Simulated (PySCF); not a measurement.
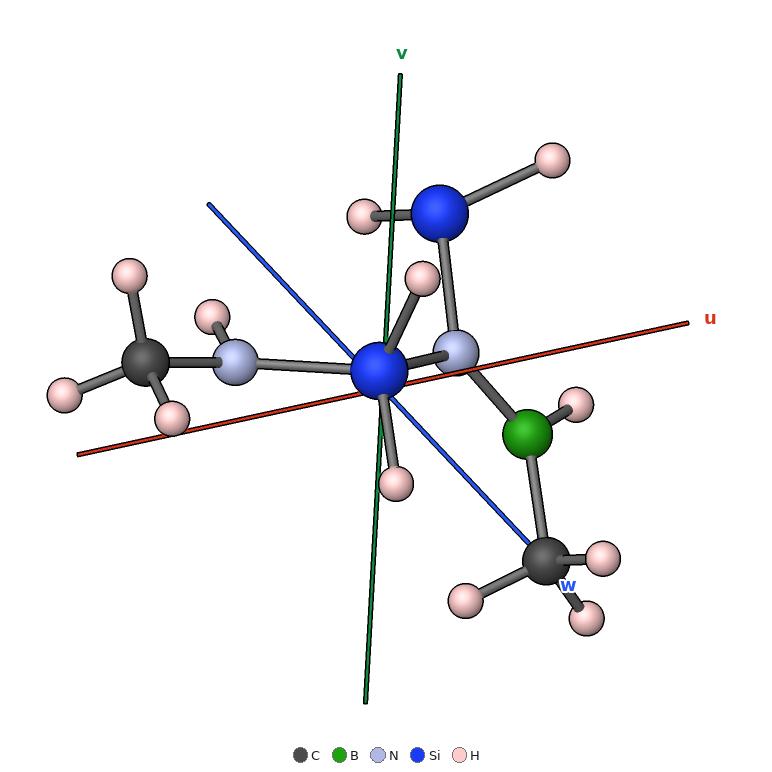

The lines u, v and w are the principal axes of the g tensor. Charge 0, doublet. Computed geometry: GFN2-xTB optimisation. No frequency run is at hand to confirm it as a minimum. Properties computed with UKS B3LYP, pcH-1 on B C H N Si, non-relativistic, mean-field spin-orbit, GIAO (PySCF 2.14.0).

> Along which axis does g lie farthest from the free-electron value?

Along v: the shift is 1865 ppm.

Give the principal values and shifts.

```tsv
axis	g	shift (ppm)
u	2.00188	−440
v	2.00418	1865
w	2.00214	−175
```

The geometry is semi-empirical. Around B, Si such bond lengths and angles can be off by a tenth of an ångström or more and by several degrees, and values that hang on the shape move with them.
